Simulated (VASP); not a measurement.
Band structure of AlP (zinc blende). Computed with PBE GGA, VASP's PBE PAW potentials (set 64) (plane waves; VASP 6.6.1).

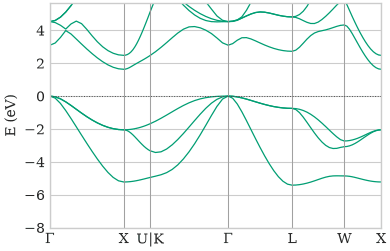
*Bands along high-symmetry lines, zero at the valence-band maximum or, without a gap, the Fermi level*

Task: Read the plot: is there a gap, and where are the band edges?

Result: The gap is indirect, 1.63 eV, from the valence maximum at Γ to the conduction minimum at X. (Edges off the drawn lines would not show.)

Measured: gap 2.54 eV (computed value off by -0.91 eV), as given by Wei Chen et al., Physical Review Materials (2018), doi:10.1103/physrevmaterials.2.073803 [zero-point renormalisation of 0.02 eV added back (the table's ZPR column)].

The compound is AlP in the zinc blende structure. It was relaxed first.
